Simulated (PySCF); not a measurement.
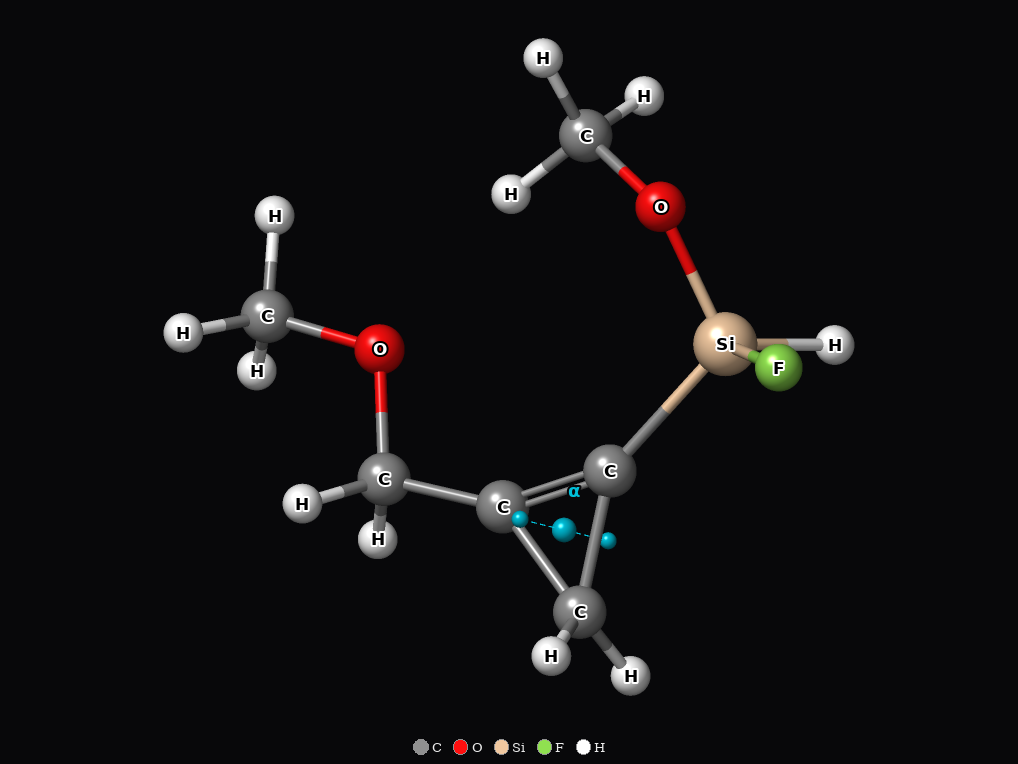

The small points mark where nucleus-independent chemical shifts (NICS) were computed: at the centre of each lettered ring and 1 Å above and below it. The geometry was computed by an optimisation with GFN2-xTB. No frequency run is at hand to confirm it as a minimum. Method: GIAO PBE0/pcSseg-1 NMR shielding, non-relativistic, gas phase (PySCF 2.14.0).

Give NICS(0), NICS(1) and the out-of-plane component NICS(1)zz for each ring (means of the two sides).

| ring | members | NICS(0) | NICS(1) | NICS(1)zz |
| --- | --- | --- | --- | --- |
| α | C3 | −31.1 | −7.9 | −16.0 |

Values in ppm.

The geometry is semi-empirical. Around Si such bond lengths and angles can be off by a tenth of an ångström or more and by several degrees, and values that hang on the shape move with them.
